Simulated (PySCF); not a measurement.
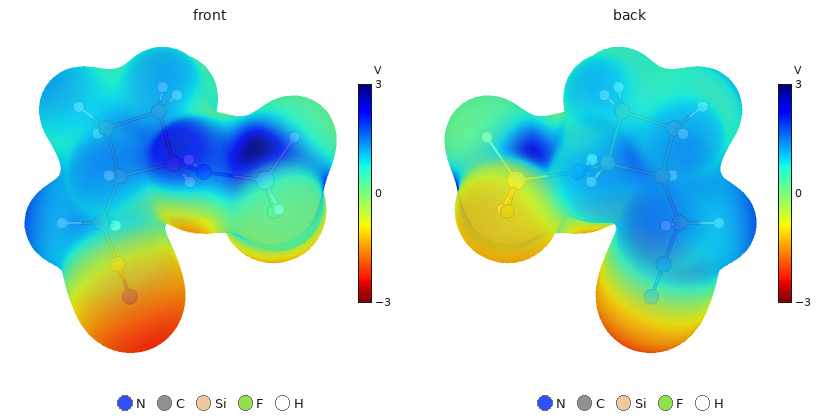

Figure 1: C6H11FN2Si. The molecular electrostatic potential painted on the density surface at 0.004 e/bohr³, seen from the front and from behind; the colour scale runs from red (negative) to blue (positive).

Geometry: GFN2-xTB.

Computed with PBE0/pcSseg-1, SCF density, gas phase, non-relativistic in PySCF.

```yaml
atoms:
  - { symbol: N, position_ang: [-1.9600, -0.9801, -2.8323] }
  - { symbol: C, position_ang: [-2.0220, -0.3660, -1.8706] }
  - { symbol: C, position_ang: [-2.1069, 0.3824, -0.6423] }
  - { symbol: C, position_ang: [-1.1083, -0.1487, 0.3837] }
  - { symbol: C, position_ang: [-1.0428, 0.5741, 1.7409] }
  - { symbol: C, position_ang: [0.4907, 0.5499, 1.6638] }
  - { symbol: C, position_ang: [0.3841, 0.1812, 0.1647] }
  - { symbol: N, position_ang: [1.2075, -0.8662, -0.3556] }
  - { symbol: Si, position_ang: [2.6876, -0.6351, -1.1872] }
  - { symbol: F, position_ang: [2.4505, 0.6807, -2.0785] }
  - { symbol: H, position_ang: [-3.1264, 0.2917, -0.2538] }
  - { symbol: H, position_ang: [-1.9080, 1.4362, -0.8568] }
  - { symbol: H, position_ang: [-1.2502, -1.2256, 0.5080] }
  - { symbol: H, position_ang: [-1.4937, 0.0541, 2.5833] }
  - { symbol: H, position_ang: [-1.4452, 1.5840, 1.6909] }
  - { symbol: H, position_ang: [0.9281, -0.2584, 2.2473] }
  - { symbol: H, position_ang: [1.0069, 1.4776, 1.8971] }
  - { symbol: H, position_ang: [0.5170, 1.0551, -0.4743] }
  - { symbol: H, position_ang: [1.0555, -1.7438, 0.1168] }
  - { symbol: H, position_ang: [2.8865, -1.7632, -2.0758] }
  - { symbol: H, position_ang: [3.8401, -0.2630, -0.3698] }
```

Which sites attract a positive test charge, and which a negative one?

Answer. A positive charge is drawn to the negative regions and a negative charge to the positive ones. The most negative region (about −2.2 V) lies over N1, the most positive (about +2.6 V) over Si9. N1 is the likeliest acceptor of a hydrogen bond.

How polar is the molecule by this calculation?

Answer. Its dipole moment is 5.10 D.
